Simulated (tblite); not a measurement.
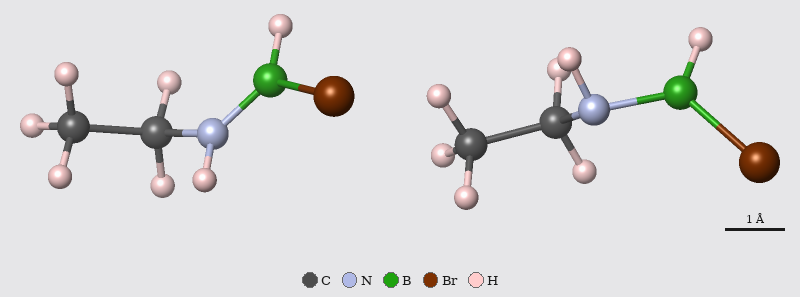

Two geometries of C$_{2}$H$_{7}$BBrN, drawn at one scale. One is the start of a relaxation, the other its converged end. A ball-and-stick model, seen at a tilt.

The calculation used tblite, GFN2-xTB geometry optimisation, gas phase. 

Which of the two is the end point?

Answer. The left one is the relaxed one. Over 93 geometry steps the energy falls by 149.1 kJ/mol. An H atom moves most after the best rigid fit: 2.17 Å. By element the largest moves are H 2.17 Å, Br 1.40 Å, N 0.69 Å, C 0.32 Å, B 0.28 Å. Near-neighbour distances that change, for instance: B–N 1.525 → 1.375 Å, B–Br 2.008 → 1.890 Å, H–N 1.050 → 1.013 Å, C–N 1.483 → 1.448 Å. Among the angles between lasting bonds that change: C–N–B 109.5° → 127.9°, B–N–H 106.8° → 120.3°, C–N–H 107.2° → 111.7°.
